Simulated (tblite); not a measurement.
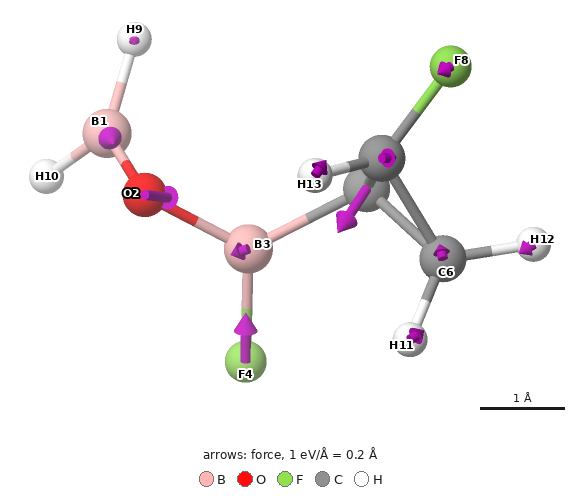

Starting geometry of C3H5B2F2O (multiplicity 2) with the computed forces as purple arrows. The picture is a ball-and-stick view, seen at a tilt.

Computed with tblite 0.8.0, GFN2-xTB geometry optimisation, gas phase. 

Is this structure relaxed? If not, where do the atoms go?

It isn't relaxed: the largest force vector, on the O atom, is 4.20 eV/Å. The final displacements follow the starting forces only in part (cosine between the two patterns 0.38). After 77 geometry steps the energy has fallen by 257.5 kJ/mol. The largest move after the best rigid fit is that of an H atom, 1.32 Å. Largest moves by element: H 1.32 Å, O 1.05 Å, C 0.90 Å, F 0.71 Å, B 0.37 Å. Among the contacts that change: B–O 1.479 → 1.296 Å, B–O 1.451 → 1.319 Å, B–C 1.610 → 1.505 Å, B–F 1.459 → 1.354 Å. Bond angles that change, for instance: B–O–B 105.5° → 176.5°, B–C–C 112.0° → 148.6°, B–C–C 111.6° → 147.6°. Cost: 0.38 s on 1 thread of Arm Neoverse V1 (shared host).
